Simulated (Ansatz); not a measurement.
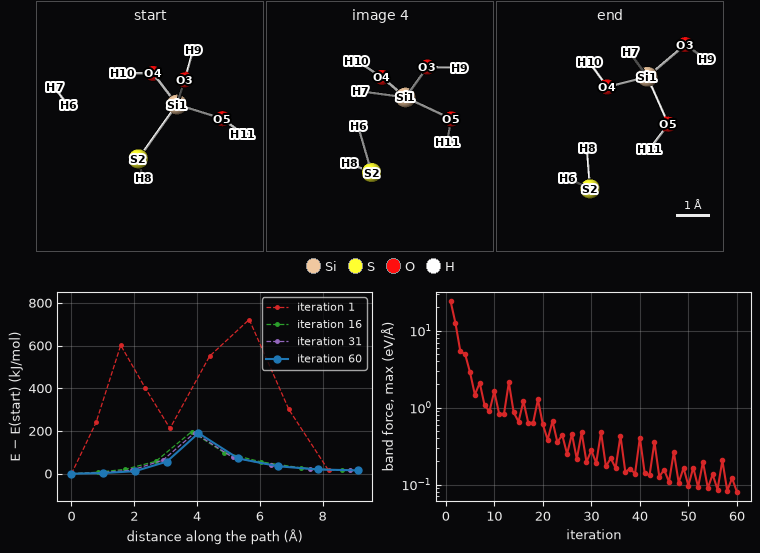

A search for the minimum-energy path of SiH6SO3 by the nudged elastic band. Images are numbered from 0 (start) to 8 (end). The plot follows the band through its iterations. A ball-and-stick model, seen at a tilt.

Computed with Ansatz 0.2.0, RKS PBE-D4/def2-SVP. Run with 7 movable images; climbing image from the first iteration; force threshold 0.03 eV/Å; iteration limit 60; optimiser L-BFGS; starting path through a guess of the saddle point.

Q: Judge this run.

A: The result isn't final. The band hadn't converged when the run stopped after 60 iterations. The largest component of the band force went from 24 to 0.08 eV/Å. The barrier read from it is provisional, though the highest image hardly moved in the last two iterations. The first iteration put the highest image at 722.5 kJ/mol. Forward barrier 190.2 kJ/mol, backward barrier 174.6 kJ/mol, with image 4 at the top; the reaction energy is +15.6 kJ/mol.
